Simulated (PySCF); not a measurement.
Consider C5H8O3.

The calculation's input:

```
{"job": {"kind": "uv", "xc": "B3LYP", "basis": "def2-SVPD", "nstates": 8, "ntriplets": 3}, "charge": 0, "multiplicity": 1}
C      1.970301     0.956975    -0.353696
C      2.252049    -0.131342     0.339071
O      1.571472    -1.317585     0.402538
C      0.399452    -1.466553    -0.318850
O     -0.694042    -0.844928     0.344445
C     -1.374992     0.124074    -0.290867
C     -2.442567     0.689158     0.601607
O     -1.148578     0.473429    -1.417296
H      2.628844     1.803530    -0.299446
H      1.110185     1.063634    -0.990392
H      3.124866    -0.206115     0.973134
H      0.193166    -2.542089    -0.337452
H      0.477992    -1.066537    -1.340262
H     -3.075375     1.363651     0.033378
H     -1.968744     1.228465     1.418996
H     -3.031628    -0.118824     1.026131
```

Run with:

```sh
OMP_NUM_THREADS=1 python probes_run.py task.json out
```

Geometry: GFN2-xTB.

Theory: B3LYP/def2-SVPD, SCF density, gas phase in PySCF 2.14.0.

What will maps of the electron density and electron localisation function show?

Answer. C–O (1.20 Å): ρ at the midpoint is about 3.4 e/Å³; the ELF peaks at about 0.85 between the atoms; a short, multiple covalent bond.
C–H (1.10 Å): ρ at the midpoint is about 2.1 e/Å³; the ELF climbs to about 1 towards the hydrogen, as it does in any bond to H (an ordinary covalent bond to hydrogen).
C–O (1.34 Å): ρ at the midpoint is about 2.4 e/Å³; the ELF peaks at about 0.90 between the atoms, as expected for a polar covalent bond.
C–C (1.50 Å): ρ at the midpoint is about 1.8 e/Å³; the ELF peaks at about 0.95 between the atoms: a covalent bond.

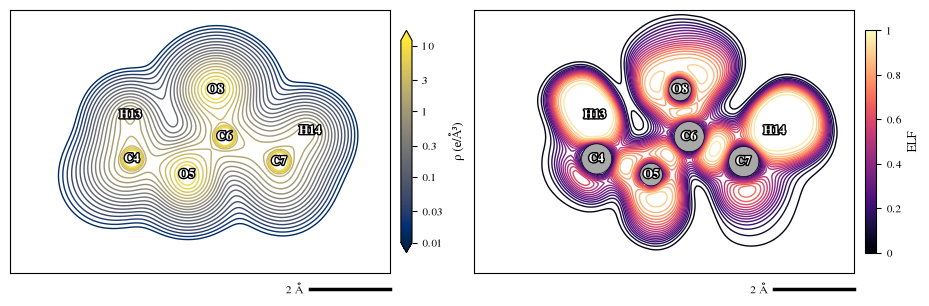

Computed electron density and electron localisation function on the plane of atoms C7, C6 and O8, in this order. Grey discs cover the atomic cores in the ELF map. 
